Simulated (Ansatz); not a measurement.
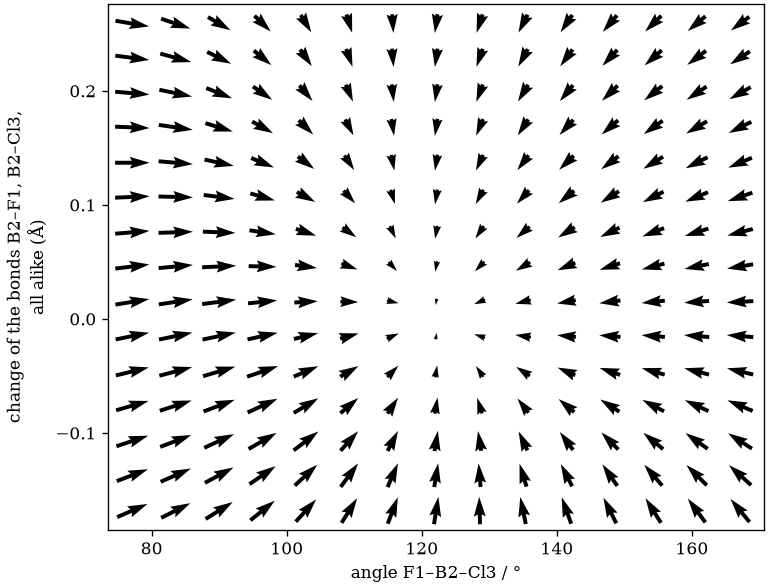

BClF, SMILES F[B]Cl, spin multiplicity 2. 
- The first coordinate is: angle F1–B2–Cl3; the second: change of the bonds B2–F1, B2–Cl3, all alike.
- Nothing is relaxed (all other coordinates rigid).
- The scan uses a 15 × 15 grid.
- Points are written as (first, second).
- All numbers below come from UKS wB97X-V/def2-SVP in Ansatz 0.2.0.

The picture shows arrows along the force (downhill), their lengths compressed.

The arrows alone are given. Where is the energy lowest?

Answer. The arrows converge at about (122°, 0.000 Å) (read from the interpolated surface).

The energy map of the same scan:

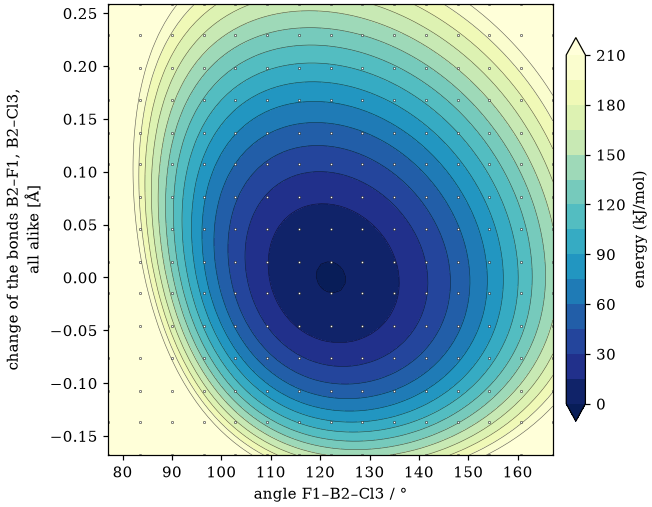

Energies are in kJ/mol, from the lowest grid point; between grid points the surface is interpolated.
